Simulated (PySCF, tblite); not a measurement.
# C₅H₂F₃ radical: geometry, infrared bands and EPR parameters

Wanted: the infrared bands and EPR parameters of C₅H₂F₃ radical (`C#C/C(F)=C(\F)[CH]F`), by calculation.

Computed with tblite 0.8.0 and PySCF 2.14.0, with density-fitted response routines of our own, on a single molecule in the gas phase. Atoms count from 0, in the outputs and in this text.

### Step 1. Starting geometry

10 atoms, charge 0, multiplicity 2; geometry from: force field or distance geometry start.

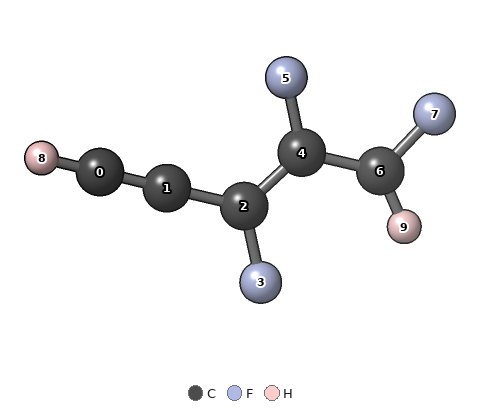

The starting geometry (carbon dark grey, fluorine light blue, hydrogen pink), atoms numbered; sticks join atoms by distance.

### Step 2. Relaxing the molecule with GFN2-xTB

What the job is given:

```
{"job": {"kind": "relax", "xc": "GFN2-xTB", "basis": "xTB"}, "charge": 0, "multiplicity": 2}
C      2.800200    -0.500400    -0.041400
C      1.648500    -0.168800    -0.253400
C      0.319300     0.210000    -0.487700
F      0.057300     0.901600    -1.641400
C     -0.692700    -0.069000     0.358000
F     -0.449700    -0.748000     1.490800
C     -2.044300     0.315300     0.116300
F     -2.995000     0.000400     1.014900
H      3.806000    -0.789300     0.142400
H     -2.440800     0.853000    -0.721000
```

Run with:

```bash
$ OMP_NUM_THREADS=1 python probes_run.py task.json out
```

One launch serves the whole session: the jobs run in the order shown.

The log of the run:

```text
step      E/eV     max force
  0    -701.02791    3.768
  1    -701.15554    1.618
  2    -701.15883    2.248
  3    -701.18528    0.431
  4    -701.18963    0.257
  5    -701.19256    0.191
  6    -701.19447    0.115
  7    -701.19538    0.121
  8    -701.19656    0.083
  9    -701.19710    0.081
 10    -701.19752    0.076
 11    -701.19793    0.076
 12    -701.19835    0.075
 13    -701.19866    0.057
 14    -701.19888    0.041
 15    -701.19910    0.046
 16    -701.19933    0.045
 17    -701.19949    0.038
 18    -701.19957    0.036
 19    -701.19962    0.032
 20    -701.19967    0.025
 21    -701.19972    0.021
 22    -701.19975    0.016
 23    -701.19977    0.013
 24    -701.19979    0.016
 25    -701.19981    0.016
 26    -701.19982    0.013
 27    -701.19984    0.013
 28    -701.19985    0.016
 29    -701.19988    0.021
 30    -701.19993    0.026
 31    -701.19998    0.020
 32    -701.20001    0.016
 33    -701.20003    0.015
 34    -701.20005    0.015
 35    -701.20007    0.013
 36    -701.20008    0.006
```

Wall time 0.16 s (1 thread of Arm Neoverse V1, shared host).

Relaxation path: (not every step is listed)

```tsv
step	energy from step 0 (eV)	largest force (eV/Å)
0	0.0000	3.7685
1	-0.1276	1.6184
2	-0.1309	2.2478
3	-0.1574	0.4306
4	-0.1617	0.2570
5	-0.1646	0.1909
6	-0.1666	0.1149
7	-0.1675	0.1211
8	-0.1686	0.0827
10	-0.1696	0.0765
12	-0.1704	0.0754
14	-0.1710	0.0405
16	-0.1714	0.0452
18	-0.1717	0.0364
20	-0.1718	0.0245
22	-0.1718	0.0160
24	-0.1719	0.0157
26	-0.1719	0.0130
28	-0.1719	0.0157
30	-0.1720	0.0260
31	-0.1721	0.0202
32	-0.1721	0.0162
33	-0.1721	0.0146
34	-0.1721	0.0153
35	-0.1722	0.0135
36	-0.1722	0.0063
```

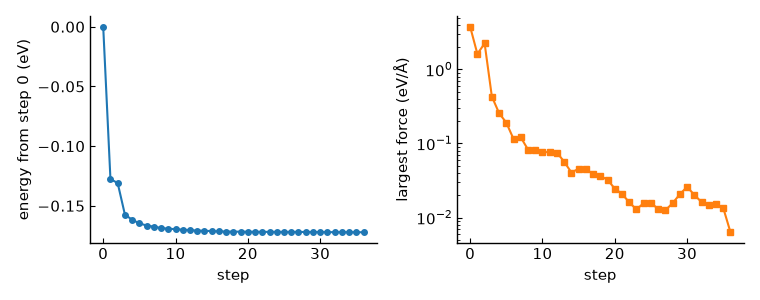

Energy and largest force along the relaxation.

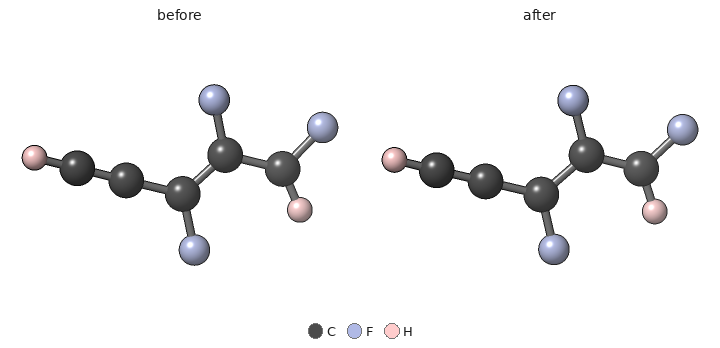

The geometry before (left) and after (right).

Distances of close pairs at the start and the end, largest changes first:

```tsv
bond	before (Å)	after (Å)	change (Å)
C4–C6	1.426	1.361	-0.065
C2–C4	1.348	1.406	+0.058
C2–F3	1.370	1.349	-0.021
C1–C2	1.402	1.381	-0.020
C6–F7	1.346	1.331	-0.015
C0–H8	1.062	1.049	-0.013
C0–C1	1.217	1.209	-0.008
C6–H9	1.071	1.078	+0.006
```

The next job starts from the end point, and lists it.

### Step 3. Infrared spectrum with GFN2-xTB

What the job is given:

```
{"job": {"kind": "ir", "xc": "GFN2-xTB", "basis": "xTB"}, "charge": 0, "multiplicity": 2}
C      2.792087    -0.486974    -0.063164
C      1.641703    -0.166113    -0.253782
C      0.330268     0.204354    -0.480154
F      0.045848     0.884317    -1.610496
C     -0.746814    -0.071808     0.379669
F     -0.443938    -0.750648     1.500137
C     -2.033398     0.301699     0.139869
F     -3.020664     0.015912     0.985603
H      3.785230    -0.772866     0.116860
H     -2.341439     0.846782    -0.737069
```

The log of the run:

```text
mode    cm-1     km/mol
  1      80.7      2.18
  2     101.4      1.09
  3     183.1      1.97
  4     184.5     15.37
  5     255.4      1.35
  6     272.0      0.02
  7     405.9      0.10
  8     418.0      1.27
  9     451.0      5.36
 10     515.8     10.91
 11     567.0     18.37
 12     586.5     16.91
 13     665.2     11.14
 14     683.9     12.49
 15     794.8     14.13
 16    1021.9    177.22
 17    1137.6    151.77
 18    1223.4    107.52
 19    1267.8     30.05
 20    1388.5      2.01
 21    1531.3    182.23
 22    2166.5     14.66
 23    3114.3     22.16
 24    3393.4     39.18
```

Wall time 0.23 s (1 thread of Arm Neoverse V1, shared host).

Which atoms move in the most intense modes:

```tsv
cm⁻¹	km/mol	atoms
567	18.4	F3 25 %, C1 20 %, H8 11 %, C2 11 %
1022	177.2	C4 25 %, C2 20 %, F5 16 %
1138	151.8	C6 32 %, F7 30 %, H9 24 %
1223	107.5	H9 53 %, C2 19 %, C4 13 %
1268	30.1	C2 59 %, C4 11 %
1531	182.2	C6 51 %, C4 42 %
3114	22.2	H9 93 %
3393	39.2	H8 87 %, C0 12 %
```

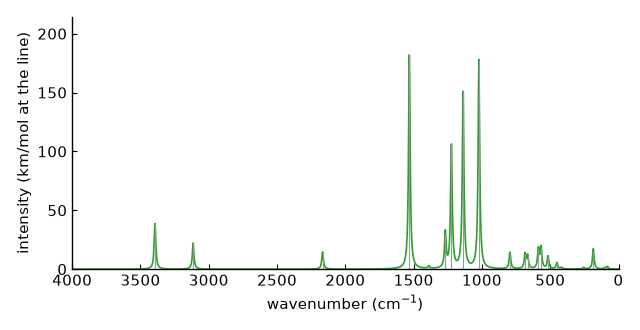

The infrared spectrum from these modes, unscaled. Lines are broadened to a width of 14 cm⁻¹ (Lorentzian).

### Step 4. g tensor and hyperfine couplings: B3LYP/pcH-1

Same as in step 3 but for these lines:

```diff
@@ -1,2 +1,2 @@
-{"job": {"kind": "ir", "xc": "GFN2-xTB", "basis": "xTB"}, "charge": 0, "multiplicity": 2}
+{"job": {"kind": "epr", "basis": "pcH-1"}, "charge": 0, "multiplicity": 2}
 C      2.792087    -0.486974    -0.063164
```

Level: UKS B3LYP, pcH-1 on C F H, non-relativistic, mean-field spin-orbit, GIAO.

The log of the run:

```text
UKS, coarse grid
  cycle   1  E = -491.02673546  |g| = 5.62e-01
  cycle   2  E = -490.81175319  |g| = 9.64e-01
  cycle   3  E = -491.12611583  |g| = 1.30e-01
  cycle   4  E = -491.13042546  |g| = 9.82e-02
  cycle   5  E = -491.13519105  |g| = 1.85e-02
  cycle   6  E = -491.13539898  |g| = 8.98e-03
  cycle   7  E = -491.13546444  |g| = 3.92e-03
  cycle   8  E = -491.13548542  |g| = 2.18e-03
  cycle   9  E = -491.13549012  |g| = 9.35e-04
UKS, final grid
  cycle   1  E = -491.13546573  |g| = 1.30e-03
  cycle   2  E = -491.13546466  |g| = 2.12e-03
  cycle   3  E = -491.13546664  |g| = 2.24e-04
  cycle   4  E = -491.13546668  |g| = 1.29e-04
  cycle   5  E = -491.13546672  |g| = 1.44e-04
  cycle   6  E = -491.13546673  |g| = 2.33e-05
  cycle   7  E = -491.13546673  |g| = 6.80e-06
E = -491.13546673 Eh   <S^2> = 0.7825 (exact 0.7500)
g shifts (ppm)      1          2          3
  rmc          -195       -195       -195
  gc             -7         38         41
  oz_so         -54       1864       2596
  total        -255       1706       2442
hyperfine (MHz)  atom isotope    a_iso     a_fc   dipolar eigenvalues
    0   13C      31.87      31.87    -31.75    -23.60     55.35
    1   13C     -52.76     -52.76    -17.04     -0.26     17.29
    2   13C      58.53      58.53    -51.40    -49.65    101.05
    3   19F      73.89      73.89   -151.07   -113.30    264.37
    4   13C     -50.72     -50.72    -28.59     12.68     15.92
    5   19F     -30.24     -30.24    -73.66     26.29     47.36
    6   13C      45.80      45.80    -41.26    -40.95     82.21
    7   19F      79.23      79.23   -153.35   -129.01    282.36
    8    1H     -30.07     -30.07    -14.09     -1.02     15.11
    9    1H     -33.78     -33.78    -16.23     -2.02     18.25
```

Run time: 51 s. Hardware: 1 thread of Arm Neoverse V1, shared host; peak memory 0.76 GiB.

Principal g values 2.00206, 2.00403, 2.00476; g(iso) = 2.00362, against 2.00232 for a free electron.

Hyperfine couplings, nucleus by nucleus at this fixed geometry (no averaging over rotations):

```tsv
nuclei	isotope	a(iso) (MHz)	a(iso) (G, at g = 2.0023)	largest dipolar term (MHz)
F7	19F	79.2	28.3	282.4
F3	19F	73.9	26.4	264.4
C2	13C	58.5	20.9	101.1
C1	13C	-52.8	-18.8	17.3
C4	13C	-50.7	-18.1	-28.6
C6	13C	45.8	16.3	82.2
H9	1H	-33.8	-12.1	18.2
C0	13C	31.9	11.4	55.3
F5	19F	-30.2	-10.8	-73.7
H8	1H	-30.1	-10.7	15.1
```

Mulliken spin populations:

```tsv
atom	value (e)
C0	0.39
C1	-0.19
C2	0.51
F3	0.03
C4	-0.19
F5	-0.01
C6	0.46
F7	0.04
H8	-0.02
H9	-0.02
```

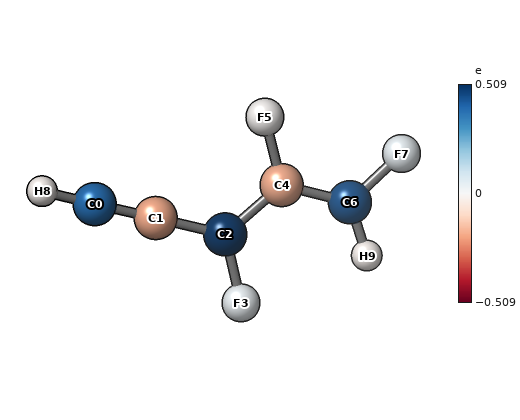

Mulliken spin populations, as colours on the atoms.

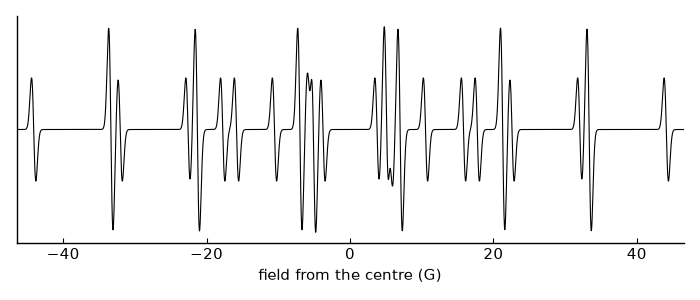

First-order isotropic spectrum (first derivative, main isotopes with spin only, couplings over 0.8 MHz, Gaussian width 0.3 G; couplings of the frozen geometry, rotation of groups not averaged beyond the rows shown).

The fields below are evaluated on a grid from the run's orbitals.

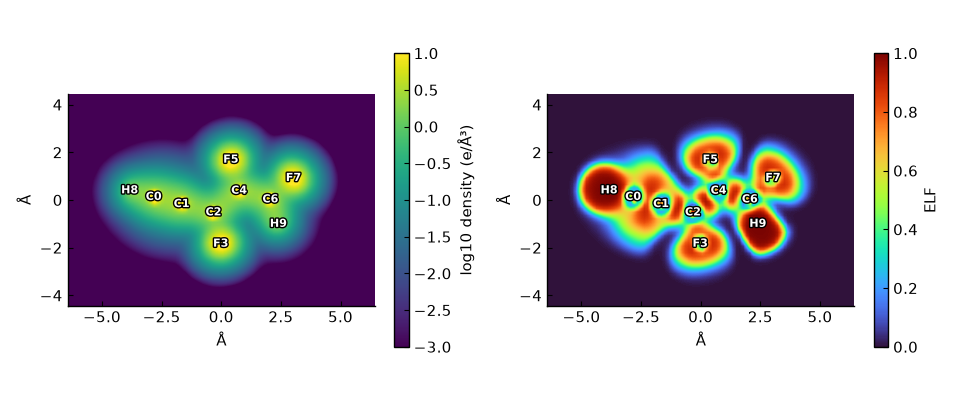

Density (left) and ELF (right) in a plane through or near 10 of the atoms.

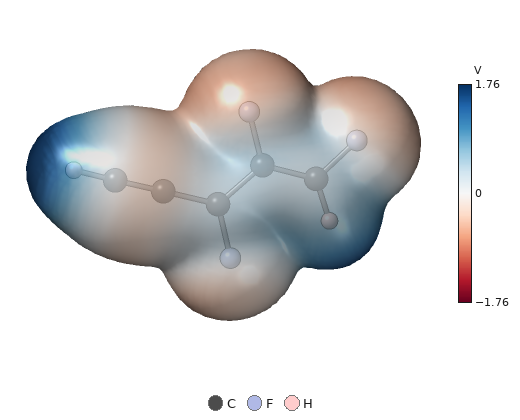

The potential that a unit positive charge feels on the 0.002 e/bohr³ surface, from -0.62 V near F5 to 1.76 V near H8.

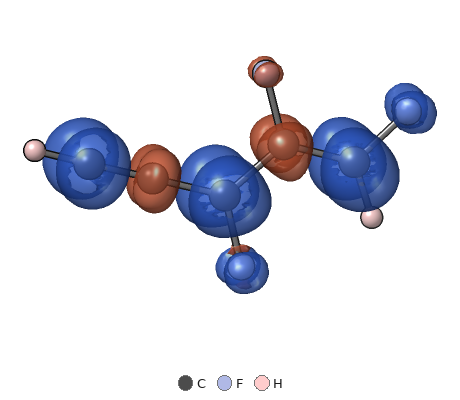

Spin density at ±0.03 e/Å³ (alpha excess blue, beta excess red).

### Step 5. What came out

| quantity | value |
| --- | --- |
| strongest single infrared mode (GFN2-xTB) | 1531 cm⁻¹, 182 km/mol |
| zero-point energy (GFN2-xTB) | 32.0 kcal/mol |
| g(iso) (B3LYP) | 2.00362 |
| ⟨S²⟩ | 0.783 (exact 0.75) |
| largest a(iso) | 19F on F7, 79.2 MHz |
| surface potential, least and greatest | -0.62 V and 1.76 V |

What this shows: The optimisation took 36 steps and gained 0.172 eV; among the close pairs (by a distance rule), C4–C6 changed most, from 1.426 to 1.361 Å. All 24 modes are real, so the xTB geometry is a minimum. The strongest single mode, at 1531 cm⁻¹, moves mainly C6 and C4. Unscaled tight-binding wavenumbers are off by several per cent, some by more. Its intensities can rank the bands wrongly. The largest spin populations lie on C2 (0.51 e), C6 (0.46 e), C0 (0.39 e). The isotropic g lies 1.3 ppt above the free-electron value.
